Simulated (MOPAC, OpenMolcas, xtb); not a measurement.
## How methods differ on BSiH4OF (SMILES FBO[SiH3])

BSiH4OF: 8 atoms, total charge 0, spin state singlet. As SMILES, `FBO[SiH3]`. Geometry: relaxed at PBE0-D4/def2-TZVP. This is one conformer, not always the lowest.

Quantity: the HOMO–LUMO gap, in eV. The values are calculated.

```json
{"level": "PM6", "kind": "semi-empirical", "program": "MOPAC", "value (eV)": "11.07"}
{"level": "GFN0-xTB", "kind": "semi-empirical", "program": "xtb", "value (eV)": "5.68"}
{"level": "HF/6-311+G**", "kind": "Hartree–Fock", "program": "OpenMolcas", "value (eV)": "14.57"}
{"level": "SVWN5/6-311+G**", "kind": "LDA", "program": "OpenMolcas", "value (eV)": "6.77"}
{"level": "BLYP/6-311+G**", "kind": "GGA", "program": "OpenMolcas", "value (eV)": "6.95"}
{"level": "revPBE/6-311+G**", "kind": "GGA", "program": "OpenMolcas", "value (eV)": "6.98"}
{"level": "r2SCAN/6-311+G**", "kind": "meta-GGA", "program": "OpenMolcas", "value (eV)": "7.75"}
{"level": "M06-2X/6-311+G**", "kind": "hybrid meta-GGA", "program": "OpenMolcas", "value (eV)": "11.05"}
{"level": "B2PLYP/6-311+G**", "kind": "double hybrid", "program": "OpenMolcas", "value (eV)": "11.51"}
```

The values span 5.68 to 14.57 eV. Orbital gaps aren't excitation energies, and those of double hybrids come from the SCF part alone; they tend to grow with the share of exact exchange.

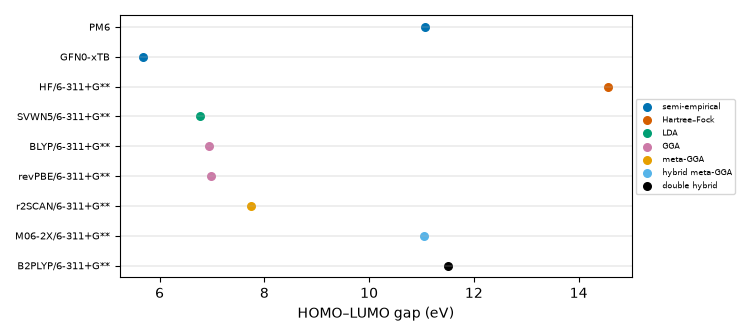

The values of the table, level by level.
